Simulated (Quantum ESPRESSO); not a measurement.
# antimonene, 1 layer: a series in biaxial strain, part 5 of 7

Wanted: a table for antimonene, 1 layer against biaxial strain, and what can be fitted to it.

Quantum ESPRESSO 7.5; plane-wave DFT, PBE, GBRV ultrasoft pseudopotentials.

So far. Step 3 (Relaxation with pw.x, -4 %): The relaxation lowers the energy by 9 meV an atom. Step 6 (Band structure, -4 %): Along this path the valence top lies at Γ and the conduction bottom at K.

### 7. SCF with pw.x, -4 %

Level of this step: plane-wave DFT, PBE, PseudoDojo fully relativistic norm-conserving pseudopotentials (Quantum ESPRESSO 7.5).

m0.soc.in

```
&control
  prefix = 'm0.soc'
  outdir = './out'
  pseudo_dir = './pseudo'
  calculation = 'scf'
  tprnfor = .true.
/
&system
  ibrav = 0
  nat = 2
  ntyp = 1
  ecutwfc = 72
  ecutrho = 288
  occupations = 'smearing'
  smearing = 'fd'
  degauss = 0.002
  noncolin = .true.
  lspinorb = .true.
  nbnd = 36
/
&electrons
  conv_thr = 1e-07
  mixing_beta = 0.4
  electron_maxstep = 120
  mixing_mode = 'plain'
/
ATOMIC_SPECIES
  Sb  121.7600  Sb.dojo-fr-pbe-0.4-standard.upf
CELL_PARAMETERS angstrom
  3.95350294656000 0.00000000000000 0.00000000000000
  -1.97675147328000 3.42383398560000 0.00000000000000
  0.00000000000000 0.00000000000000 16.65000000000000
ATOMIC_POSITIONS crystal
  Sb  0.666666666700 0.333333333300 0.448994972600
  Sb  0.333333333300 0.666666666700 0.551005027400
K_POINTS automatic
  6 6 1 0 0 0
```

Launch:

```console
$ OMP_NUM_THREADS=1 mpirun -n 4 pw.x -nk 2 -in m0.soc.in > m0.soc.out
```

Output:

```text
[banner, memory and clock lines left out]
Program PWSCF v.7.5 starts
[citation notice left out]

[...]
Message from routine setup:
[...]
bravais-lattice index     =            0
     lattice parameter (alat)  =       7.4710  a.u.
     unit-cell volume          =    1520.9173 (a.u.)^3
     number of atoms/cell      =            2
     number of atomic types    =            1
     number of electrons       =        30.00
     number of Kohn-Sham states=           36
     kinetic-energy cutoff     =      72.0000  Ry
     charge density cutoff     =     288.0000  Ry
     scf convergence threshold =      1.0E-07
     mixing beta               =       0.4000
     number of iterations used =            8  plain     mixing
     Exchange-correlation= PBE
                           (   1   4   3   4   0   0   0)
     Non magnetic calculation with spin-orbit

[...]
PseudoPot. # 1 for Sb read from file:
     ./pseudo/Sb.dojo-fr-pbe-0.4-standard.upf
     Pseudo is Norm-conserving + core correction, Zval = 15.0
     Generated using ONCVPSP code by D. R. Hamann
     Using radial grid of 1468 points, 10 beta functions with:
                l(1) =   0
                l(2) =   0
                l(3) =   1
                l(4) =   1
                l(5) =   1
                l(6) =   1
                l(7) =   2
                l(8) =   2
                l(9) =   2
               l(10) =   2

     atomic species   valence    mass     pseudopotential
     Sb               15.00   121.76000     Sb( 1.00)

     12 Sym. Ops., with inversion, found

[...]
number of k points=     7  Fermi-Dirac smearing, width (Ry)=  0.0020
[...]
Dense  grid:   125563 G-vectors     FFT dimensions: (  45,  45, 180)

     Initial potential from superposition of free atoms

     starting charge      29.9988, renormalised to      30.0000

     negative rho (up, down):  6.146E-06 0.000E+00
     Starting wfcs are   36 randomized atomic wfcs

     per-process dynamical memory:   113.9 Mb

     Self-consistent Calculation

     iteration #  1     ecut=    72.00 Ry     beta= 0.40
     Davidson diagonalization with overlap
     ethr =  1.00E-02,  avg # of iterations =  2.6

     Threshold (ethr) on eigenvalues was too large:
     Diagonalizing with lowered threshold

     Davidson diagonalization with overlap
     ethr =  6.12E-05,  avg # of iterations =  4.4

     negative rho (up, down):  1.613E-06 0.000E+00

     total energy              =    -363.67620361 Ry
     estimated scf accuracy    <       0.02098262 Ry

     iteration #  2     ecut=    72.00 Ry     beta= 0.40
[...]
negative rho (up, down):  4.812E-08 0.000E+00

[...]
total energy              =    -363.67594111 Ry
     estimated scf accuracy    <       0.00514917 Ry

     iteration #  3     ecut=    72.00 Ry     beta= 0.40
[...]
total energy              =    -363.67637653 Ry
     estimated scf accuracy    <       0.00022369 Ry

     iteration #  4     ecut=    72.00 Ry     beta= 0.40
[...]
total energy              =    -363.67640882 Ry
     estimated scf accuracy    <       0.00002463 Ry

     iteration #  5     ecut=    72.00 Ry     beta= 0.40
[...]
total energy              =    -363.67641199 Ry
     estimated scf accuracy    <       0.00000128 Ry

     iteration #  6     ecut=    72.00 Ry     beta= 0.40
[...]
total energy              =    -363.67641240 Ry
     estimated scf accuracy    <       0.00000012 Ry

     iteration #  7     ecut=    72.00 Ry     beta= 0.40
[...]
End of self-consistent calculation

          k = 0.0000 0.0000 0.0000 ( 15619 PWs)   bands (ev):

   -30.0341 -30.0341 -30.0040 -30.0040 -29.9919 -29.9919 -29.9551 -29.9551
   -28.8145 -28.8145 -28.8100 -28.8100 -28.8039 -28.8039 -28.6828 -28.6828
   -28.6804 -28.6804 -28.6673 -28.6673 -12.4715 -12.4715  -7.3844  -7.3844
    -1.9044  -1.9044  -0.6003  -0.6003  -0.1039  -0.1039   1.3067   1.3067
     2.1241   2.1241   2.6008   2.6008

          k = 0.0000 0.1925 0.0000 ( 15659 PWs)   bands (ev):

   -30.0317 -30.0317 -30.0073 -30.0073 -29.9853 -29.9853 -29.9552 -29.9552
   -28.8186 -28.8186 -28.8030 -28.8030 -28.7942 -28.7942 -28.6939 -28.6939
   -28.6838 -28.6838 -28.6669 -28.6669 -12.1415 -12.1415  -7.3035  -7.3035
    -2.5522  -2.5522  -1.6793  -1.6793  -0.9737  -0.9737   1.1601   1.1601
     2.7229   2.7229   2.9449   2.9449

[...]
the Fermi energy is     0.1130 ev

!    total energy              =    -363.67641243 Ry
     estimated scf accuracy    <       0.00000002 Ry
     smearing contrib. (-TS)   =      -0.00000076 Ry
     internal energy E=F+TS    =    -363.67641168 Ry

     The total energy is F=E-TS. E is the sum of the following terms:
     one-electron contribution =    -921.81147306 Ry
     hartree contribution      =     465.16319404 Ry
     xc contribution           =     -90.86009917 Ry
     ewald contribution        =     183.83196651 Ry

     convergence has been achieved in   7 iterations

     Forces acting on atoms (cartesian axes, Ry/au):

     atom    1 type  1   force =     0.00000000    0.00000000   -0.00068804
     atom    2 type  1   force =    -0.00000000   -0.00000000    0.00068804

     Total force =     0.000973     Total SCF correction =     0.001150
     SCF correction compared to forces is large: reduce conv_thr to get better values

[...]
```

Wall time 43 s (4 MPI ranks of Arm Neoverse V1, shared host); peak memory 0.85 GiB; 2.9 min of CPU time.

Read from the output:

```
free energy                          : -4948.0697 eV
Fermi energy                         : 0.113 eV
valence top, on the run's zero       : -0.1039 eV
conduction bottom, on the run's zero : 0.3639 eV
gap by band count                    : 0.4678 eV
```

### 8. Bands along a path, -4 %

m0.soc.bands.in

```
&control
  prefix = 'm0.soc.bands'
  outdir = './out'
  pseudo_dir = './pseudo'
  calculation = 'bands'
/
&system
  ibrav = 0
  nat = 2
  ntyp = 1
  ecutwfc = 72
  ecutrho = 288
  occupations = 'smearing'
  smearing = 'fd'
  degauss = 0.002
  noncolin = .true.
  lspinorb = .true.
  nbnd = 36
/
&electrons
  conv_thr = 1e-07
  mixing_beta = 0.4
  electron_maxstep = 120
  mixing_mode = 'plain'
/
ATOMIC_SPECIES
  Sb  121.7600  Sb.dojo-fr-pbe-0.4-standard.upf
CELL_PARAMETERS angstrom
  3.95350294656000 0.00000000000000 0.00000000000000
  -1.97675147328000 3.42383398560000 0.00000000000000
  0.00000000000000 0.00000000000000 16.65000000000000
ATOMIC_POSITIONS crystal
  Sb  0.666666666700 0.333333333300 0.448994972600
  Sb  0.333333333300 0.666666666700 0.551005027400
K_POINTS crystal_b
4
  0.0000000000 0.0000000000 0.0000000000 10
  0.5000000000 0.0000000000 0.0000000000 10
  0.3333333333 0.3333333333 0.0000000000 10
  0.0000000000 0.0000000000 0.0000000000 1
```

Launch:

```console
$ cp -r out/m0.soc.save out/m0.soc.bands.save
$ cp out/m0.soc.xml out/m0.soc.bands.xml
$ OMP_NUM_THREADS=1 mpirun -n 4 pw.x -nk 4 -in m0.soc.bands.in > m0.soc.bands.out
```

Output:

```text
[banner, memory and clock lines left out]
Program PWSCF v.7.5 starts
[citation notice left out]

[...]
Message from routine setup:
[...]
bravais-lattice index     =            0
     lattice parameter (alat)  =       7.4710  a.u.
     unit-cell volume          =    1520.9173 (a.u.)^3
     number of atoms/cell      =            2
     number of atomic types    =            1
     number of electrons       =        30.00
     number of Kohn-Sham states=           36
     kinetic-energy cutoff     =      72.0000  Ry
     charge density cutoff     =     288.0000  Ry
     Exchange-correlation= PBE
                           (   1   4   3   4   0   0   0)
     Non magnetic calculation with spin-orbit

[...]
PseudoPot. # 1 for Sb read from file:
     ./pseudo/Sb.dojo-fr-pbe-0.4-standard.upf
     Pseudo is Norm-conserving + core correction, Zval = 15.0
     Generated using ONCVPSP code by D. R. Hamann
     Using radial grid of 1468 points, 10 beta functions with:
                l(1) =   0
                l(2) =   0
                l(3) =   1
                l(4) =   1
                l(5) =   1
                l(6) =   1
                l(7) =   2
                l(8) =   2
                l(9) =   2
               l(10) =   2

     atomic species   valence    mass     pseudopotential
     Sb               15.00   121.76000     Sb( 1.00)

     12 Sym. Ops., with inversion, found

[...]
number of k points=    31  Fermi-Dirac smearing, width (Ry)=  0.0020
[...]
Dense  grid:   125563 G-vectors     FFT dimensions: (  45,  45, 180)

     The potential is recalculated from file :
     ./out/m0.soc.bands.save/charge-density

     Starting wfcs are   36 randomized atomic wfcs

     Band Structure Calculation
     Davidson diagonalization with overlap

     ethr =  3.33E-10,  avg # of iterations = 26.6

     End of band structure calculation

          k = 0.0000 0.0000 0.0000 ( 15619 PWs)   bands (ev):

   -30.0333 -30.0333 -30.0031 -30.0031 -29.9911 -29.9911 -29.9542 -29.9542
   -28.8136 -28.8136 -28.8092 -28.8092 -28.8030 -28.8030 -28.6820 -28.6820
   -28.6795 -28.6795 -28.6664 -28.6664 -12.4703 -12.4703  -7.3839  -7.3839
    -1.9039  -1.9039  -0.5992  -0.5992  -0.1028  -0.1028   1.3078   1.3078
     2.1250   2.1250   2.6017   2.6017

          k = 0.0500 0.0289 0.0000 ( 15641 PWs)   bands (ev):

   -30.0332 -30.0332 -30.0037 -30.0037 -29.9903 -29.9903 -29.9542 -29.9542
   -28.8149 -28.8149 -28.8078 -28.8078 -28.8021 -28.8021 -28.6839 -28.6839
   -28.6789 -28.6789 -28.6666 -28.6666 -12.4403 -12.4403  -7.3732  -7.3732
    -1.8967  -1.8967  -0.8227  -0.8227  -0.3220  -0.3220   1.5471   1.5471
     2.1586   2.1586   2.5842   2.5842

[...]
```

Run time: 1.9 min. Hardware: 4 MPI ranks; peak memory 0.88 GiB.

Read from the output:

- valence top, on the run's zero: -0.1028 eV
- conduction bottom, on the run's zero: 0.3646 eV
- gap by band count: 0.4674 eV

Band numbers count within the set of bands kept for display. Electronic bands along the path, in eV, zero at the highest filled level of the SCF mesh; v1 is the highest filled band, c1 the lowest empty one:

```tsv
point	v4	v3	v2	v1	c1	c2	c3	c4
Γ	-0.50	-0.50	0.00	0.00	1.41	1.41	2.23	2.23
M	-2.55	-2.55	-1.99	-1.99	1.07	1.07	1.48	1.48
K	-2.78	-2.78	-2.59	-2.59	0.47	0.47	2.74	2.74
Γ	-0.50	-0.50	0.00	0.00	1.41	1.41	2.23	2.23
```

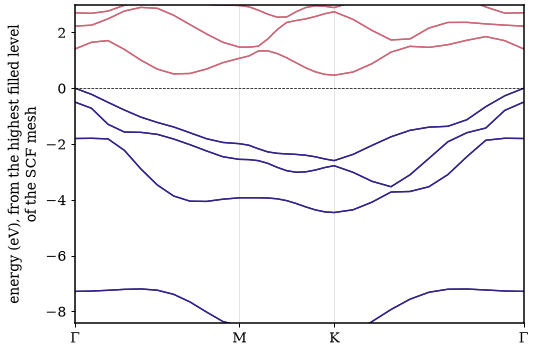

Electronic bands along the path; lines of filled and empty bands in two colours.

Along this path the valence top lies at Γ and the conduction bottom at K.

### 9. Relaxing the ions, -3 %

Level of this step: plane-wave DFT, PBE, GBRV ultrasoft pseudopotentials (Quantum ESPRESSO 7.5).

m1.relax.in

```
&control
  prefix = 'm1.relax'
  outdir = './out'
  pseudo_dir = './pseudo'
  nstep = 40
  forc_conv_thr = 0.0003
  calculation = 'relax'
  tstress = .true.
/
&system
  ibrav = 0
  nat = 2
  ntyp = 1
  ecutwfc = 50
  ecutrho = 250
  occupations = 'smearing'
  smearing = 'fd'
  degauss = 0.002
/
&electrons
  conv_thr = 1e-09
  mixing_beta = 0.4
  electron_maxstep = 120
  mixing_mode = 'plain'
/
&ions
/
ATOMIC_SPECIES
  Sb  121.7600  sb_pbe_v1.4.uspp.F.UPF
CELL_PARAMETERS angstrom
  3.99468526892000 0.00000000000000 0.00000000000000
  -1.99734263446000 3.45949892295000 0.00000000000000
  0.00000000000000 0.00000000000000 16.65000000000000
ATOMIC_POSITIONS crystal
  Sb  0.666666666700 0.333333333300 0.450822177000
  Sb  0.333333333300 0.666666666700 0.549177823000
K_POINTS automatic
  12 12 1 0 0 0
```

Launch:

```console
$ OMP_NUM_THREADS=1 mpirun -n 4 pw.x -nk 4 -in m1.relax.in > m1.relax.out
```

Output:

```text
[banner, memory and clock lines left out]
Program PWSCF v.7.5 starts
[...]
Message from routine setup:
[...]
number of electrons       =        30.00
     number of Kohn-Sham states=           19
     kinetic-energy cutoff     =      50.0000  Ry
     charge density cutoff     =     250.0000  Ry
[...]
number of k points=    19  Fermi-Dirac smearing, width (Ry)=  0.0020
[...]
Dense  grid:   103509 G-vectors     FFT dimensions: (  40,  40, 160)
[...]
negative rho (up, down):  2.376E-04 0.000E+00
     Starting wfcs are   18 randomized atomic wfcs +    1 random wfcs
[...]
negative rho (up, down):  3.810E-06 0.000E+00
[...]
estimated scf accuracy    <       2.24602256 Ry
[...]
negative rho (up, down):  8.543E-07 0.000E+00
[...]
estimated scf accuracy    <       0.12012546 Ry
[...]
negative rho (up, down):  1.104E-05 0.000E+00
[...]
estimated scf accuracy    <       0.00713498 Ry
[...]
negative rho (up, down):  5.931E-05 0.000E+00
[...]
estimated scf accuracy    <       0.00118107 Ry
[...]
negative rho (up, down):  4.757E-05 0.000E+00
[...]
estimated scf accuracy    <       0.00001680 Ry
[...]
negative rho (up, down):  4.716E-05 0.000E+00
[...]
estimated scf accuracy    <       0.00000273 Ry
[...]
negative rho (up, down):  4.874E-05 0.000E+00
[...]
estimated scf accuracy    <       0.00000025 Ry
[...]
negative rho (up, down):  5.000E-05 0.000E+00
[...]
estimated scf accuracy    <       0.00000002 Ry
[...]
negative rho (up, down):  5.106E-05 0.000E+00
[...]
estimated scf accuracy    <          4.8E-09 Ry
[...]
negative rho (up, down):  5.302E-05 0.000E+00
[...]
the Fermi energy is    -0.3393 ev
!    total energy              =    -369.88926258 Ry
     estimated scf accuracy    <          3.6E-10 Ry
     smearing contrib. (-TS)   =      -0.00000000 Ry
     internal energy E=F+TS    =    -369.88926258 Ry
[...]
one-electron contribution =    -937.37773488 Ry
     hartree contribution      =     473.92133132 Ry
     xc contribution           =     -88.07722228 Ry
     ewald contribution        =     181.64436326 Ry
     convergence has been achieved in  10 iterations
     negative rho (up, down):  5.302E-05 0.000E+00
[...]
Total force =     0.024491     Total SCF correction =     0.000155
[...]
negative rho (up, down):  5.302E-05 0.000E+00
[...]
negative rho (up, down):  6.136E-05 0.000E+00
[...]
negative rho (up, down):  5.471E-05 0.000E+00
[...]
estimated scf accuracy    <       0.00001598 Ry
[...]
negative rho (up, down):  5.429E-05 0.000E+00
[...]
estimated scf accuracy    <       0.00000318 Ry
[...]
negative rho (up, down):  5.367E-05 0.000E+00
[...]
estimated scf accuracy    <       0.00000013 Ry
[...]
negative rho (up, down):  5.339E-05 0.000E+00
[...]
estimated scf accuracy    <       0.00000001 Ry
[...]
negative rho (up, down):  5.258E-05 0.000E+00
[...]
the Fermi energy is    -0.2896 ev
!    total energy              =    -369.88973720 Ry
     estimated scf accuracy    <          7.4E-10 Ry
     smearing contrib. (-TS)   =      -0.00000000 Ry
     internal energy E=F+TS    =    -369.88973720 Ry
[...]
one-electron contribution =    -934.75391568 Ry
     hartree contribution      =     472.63024075 Ry
     xc contribution           =     -88.06847119 Ry
     ewald contribution        =     180.30240893 Ry
     convergence has been achieved in   5 iterations
     negative rho (up, down):  5.258E-05 0.000E+00
[...]
Total force =     0.014429     Total SCF correction =     0.000046
[...]
negative rho (up, down):  5.258E-05 0.000E+00
[...]
negative rho (up, down):  6.262E-05 0.000E+00
[...]
negative rho (up, down):  5.471E-05 0.000E+00
[...]
estimated scf accuracy    <       0.00001945 Ry
[...]
negative rho (up, down):  5.411E-05 0.000E+00
[...]
estimated scf accuracy    <       0.00000382 Ry
[...]
negative rho (up, down):  5.348E-05 0.000E+00
[...]
estimated scf accuracy    <       0.00000017 Ry
[...]
negative rho (up, down):  5.308E-05 0.000E+00
[...]
estimated scf accuracy    <       0.00000001 Ry
[...]
negative rho (up, down):  5.232E-05 0.000E+00
[...]
estimated scf accuracy    <          7.1E-10 Ry
[...]
negative rho (up, down):  5.216E-05 0.000E+00
[...]
estimated scf accuracy    <          6.7E-11 Ry
[...]
negative rho (up, down):  5.223E-05 0.000E+00
[...]
the Fermi energy is    -0.2534 ev
!    total energy              =    -369.88997902 Ry
     estimated scf accuracy    <          7.4E-12 Ry
     smearing contrib. (-TS)   =      -0.00000000 Ry
     internal energy E=F+TS    =    -369.88997902 Ry
[...]
one-electron contribution =    -931.85892977 Ry
     hartree contribution      =     471.20488066 Ry
     xc contribution           =     -88.05889951 Ry
     ewald contribution        =     178.82296960 Ry
     convergence has been achieved in   7 iterations
     negative rho (up, down):  5.223E-05 0.000E+00
[...]
Total force =     0.003618     Total SCF correction =     0.000002
[...]
negative rho (up, down):  5.223E-05 0.000E+00
[...]
negative rho (up, down):  5.324E-05 0.000E+00
[...]
negative rho (up, down):  5.230E-05 0.000E+00
[...]
estimated scf accuracy    <       0.00000220 Ry
[...]
negative rho (up, down):  5.224E-05 0.000E+00
[...]
estimated scf accuracy    <       0.00000042 Ry
[...]
negative rho (up, down):  5.223E-05 0.000E+00
[...]
estimated scf accuracy    <       0.00000002 Ry
[...]
negative rho (up, down):  5.220E-05 0.000E+00
[...]
estimated scf accuracy    <          1.7E-09 Ry
[...]
negative rho (up, down):  5.214E-05 0.000E+00
[...]
estimated scf accuracy    <          7.1E-11 Ry
[...]
negative rho (up, down):  5.214E-05 0.000E+00
[...]
the Fermi energy is    -0.2416 ev
!    total energy              =    -369.88999553 Ry
     estimated scf accuracy    <          5.7E-12 Ry
     smearing contrib. (-TS)   =      -0.00000000 Ry
     internal energy E=F+TS    =    -369.88999553 Ry
[...]
one-electron contribution =    -930.88805911 Ry
     hartree contribution      =     470.72669659 Ry
     xc contribution           =     -88.05569941 Ry
     ewald contribution        =     178.32706640 Ry
     convergence has been achieved in   6 iterations
     negative rho (up, down):  5.214E-05 0.000E+00
[...]
Total force =     0.000062     Total SCF correction =     0.000006
[...]
negative rho (up, down):  5.214E-05 0.000E+00
[...]
```

Elapsed: 61 s, on 4 MPI ranks; peak memory 0.68 GiB; 4.1 min of CPU time.

Relaxation path:

```tsv
step	energy less that of the first step (eV)	largest force (eV/Å)
1	0.0000	0.4453
2	-0.0065	0.2623
3	-0.0097	0.0658
4	-0.0100	0.0011
```

The atoms that moved most (Å):

```tsv
atom	dx	dy	dz	length
Sb1	0.000	0.000	-0.023	0.023
Sb2	0.000	0.000	0.023	0.023
```

The relaxed structure:

```
CELL_PARAMETERS angstrom
3.99469 0.00000 0.00000
-1.99734 3.45950 0.00000
0.00000 0.00000 16.65000
ATOMIC_POSITIONS crystal
Sb 0.66667 0.33333 0.44946
Sb 0.33333 0.66667 0.55054
```

The relaxation lowers the energy by 5 meV an atom.

Numbers from this step:

* free energy: -5032.6098 eV
* Fermi energy: -0.2416 eV

[end of part 5 of 7]

[Logs are printed without paths, hosts, clocks, repeated set-up lines and the standing remarks that a program may print on its own settings, such as how far it seeks lower states.]

[Hosts, paths, dates, database ids (printed as entryN), source tags and the programs' standing remarks are cut or masked in the printed files.]

[Maps of the electrostatic potential energy from Ansatz leave out the sawtooth potential of an applied field or a dipole correction, so their vacuum need not be flat; planar profiles and work functions include it.]
